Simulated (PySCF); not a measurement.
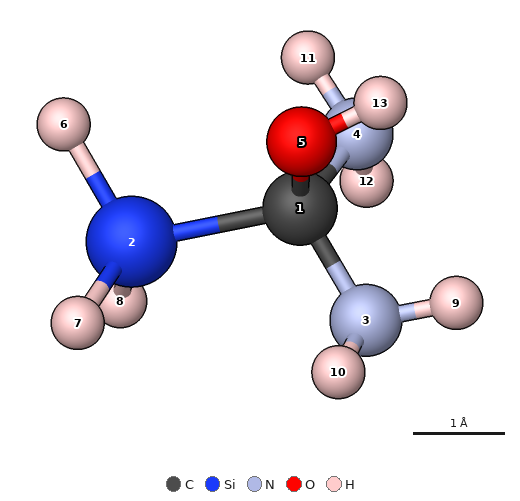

Fig. 1: The structure as given in the input (ball-and-stick view, seen at a tilt; atoms are numbered from 1 in the order of the input). Bond lengths as drawn: C–N 1.44 to 1.45 Å, C–O 1.41 Å, C–Si 1.93 Å, H–N 1.02 Å, H–O 0.97 Å and H–Si 1.49 to 1.50 Å.

**Run report: CH$_{8}$N$_{2}$OSi, excited-state calculation**

- system: CH$_{8}$N$_{2}$OSi, SMILES NC(N)(O)[SiH3]
- method: TDDFT CAM-B3LYP/def2-SVPD, vertical, gas phase, core orbitals frozen in the response (PySCF 2.14.0)

The geometry comes from this level: PBE0-D3(BJ)/def2-SVP.

## Input
```
{"job": {"kind": "uv", "xc": "CAM-B3LYP", "basis": "def2-SVPD", "nstates": 6, "ntriplets": 2, "ip": true}, "charge": 0, "multiplicity": 1}
C     -0.043162     0.157946     0.307358
Si     0.903909    -0.581469    -1.197310
N     -0.681868     1.378845    -0.097439
N     -1.094806    -0.698644     0.813960
O      0.923460     0.291174     1.325459
H      1.556776    -1.857379    -0.773335
H      1.940068     0.358749    -1.726041
H     -0.076038    -0.886733    -2.284170
H     -1.236338     1.746706     0.678597
H      0.016725     2.077583    -0.339233
H     -0.752337    -1.640813     0.988895
H     -1.869118    -0.750316     0.155840
H      0.424581     0.388686     2.151333
```

The first line tells a small driver script what to run in PySCF; the rest is the geometry in Å.

Machine: 1 CPU thread, shared host.

Launch command:
```bash
OMP_NUM_THREADS=1 python <driver script> task.json out
```

## The program's output
```
coarse grid: 10880 points
cycle   1  E = -516.6312557245  dE =  4.418e-01  |g| = 6.922e-01  |ddm| = 6.271e+00
cycle   2  E = -516.6082880279  dE =  2.297e-02  |g| = 8.207e-01  |ddm| = 3.999e+00
cycle   3  E = -516.7293064811  dE = -1.210e-01  |g| = 7.185e-02  |ddm| = 1.663e+00
cycle   4  E = -516.7300564770  dE = -7.500e-04  |g| = 3.841e-02  |ddm| = 1.910e-01
cycle   5  E = -516.7303594146  dE = -3.029e-04  |g| = 7.158e-03  |ddm| = 1.539e-01
cycle   6  E = -516.7303720031  dE = -1.259e-05  |g| = 8.966e-04  |ddm| = 2.480e-02
cycle   7  E = -516.7303722882  dE = -2.850e-07  |g| = 4.559e-04  |ddm| = 9.785e-03
final grid: 99304 points
cycle   8  E = -516.8022276098  dE = -2.570e-05  |g| = 2.905e-03  |ddm| = 1.057e-01
cycle   9  E = -516.8022274061  dE =  2.037e-07  |g| = 3.286e-03  |ddm| = 1.932e-02
cycle  10  E = -516.8022296666  dE = -2.261e-06  |g| = 2.846e-04  |ddm| = 7.388e-03
cycle  11  E = -516.8022296780  dE = -1.144e-08  |g| = 2.245e-04  |ddm| = 1.128e-03
cycle  12  E = -516.8022296880  dE = -1.002e-08  |g| = 2.576e-05  |ddm| = 5.483e-04
cycle  13  E = -516.8022296882  dE = -2.080e-10  |g| = 7.514e-06  |ddm| = 1.475e-04
```

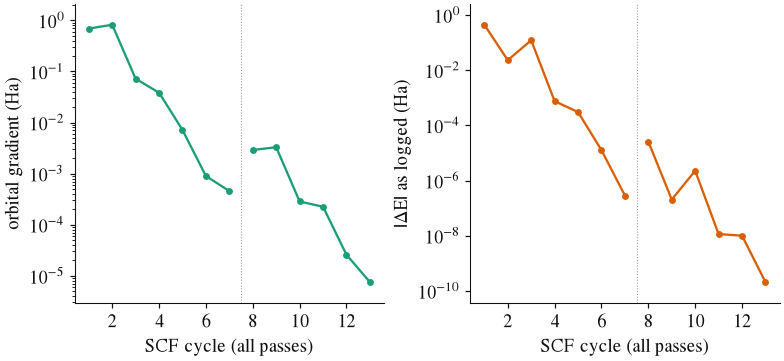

Fig. 2: Convergence of the self-consistent field: orbital gradient and size of the energy change against the SCF cycle. The dotted line marks the change from a coarse to the final integration grid. The first 7 cycles use a coarse grid, the final grid takes over at cycle 8, and the field converges after 13 cycles in all.

```
converged SCF energy = -516.8022296882

Static polarisability (au): isotropic 65.474, principal 61.082 62.850 72.489

Singlet excitations
state   eV       nm        f      main configurations
  1   6.5024    190.7   0.02910   H->L 0.85
  2   6.8510    181.0   0.01501   H-1->L 0.79
  3   7.4655    166.1   0.10165   H->L+2 0.43, H->L+1 0.35, H->L 0.08
  4   7.6995    161.0   0.11126   H->L+3 0.50, H->L+1 0.22, H-1->L+3 0.08
  5   7.7635    159.7   0.03625   H-1->L+1 0.29, H->L+3 0.20, H-1->L+2 0.17
  6   7.8432    158.1   0.08814   H->L+4 0.28, H->L+2 0.19, H-1->L+1 0.13

Triplet excitations (Tamm-Dancoff, eV): 6.1958 6.5966
Vertical ionisation energy (delta-SCF) = 9.4722 eV
```

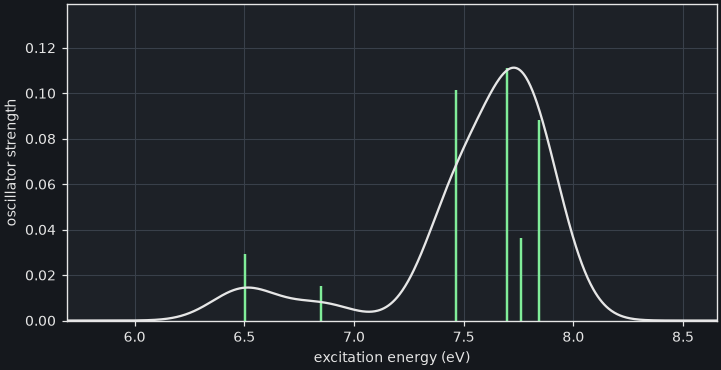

Fig. 3: Computed excitations as sticks (degenerate states added up, dark ones marked on the axis), with a Gaussian envelope of 0.35 eV full width at half maximum, scaled to the tallest. Of the 6 states the lowest lies at 6.50 eV (f = 0.029); the strongest line is at 7.70 eV, or 161 nm (f = 0.111).

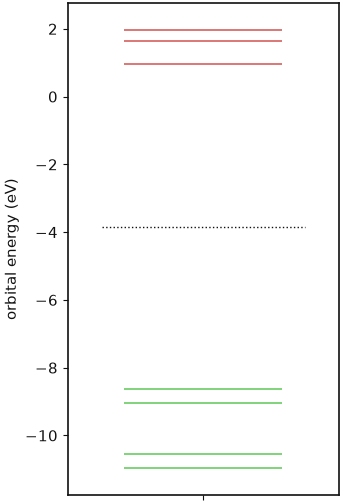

Fig. 4: Orbital energies near the frontier; the dotted line parts filled from empty levels, and levels within 0.02 eV of each other stand side by side. Highest filled −8.64 eV, lowest empty 0.97 eV, 9.61 eV apart.

## Summary

- outcome: converged
- total energy: −516.802230 hartree
- HOMO: −8.64 eV
- LUMO: 0.97 eV
- dipole moment: 1.15 D
- mean polarisability: 65.47 a.u.
- vertical ionisation energy: 9.47 eV
- lowest singlet excitation: 6.50 eV
- wall time: 2.2 min
- peak memory: 0.86 GiB
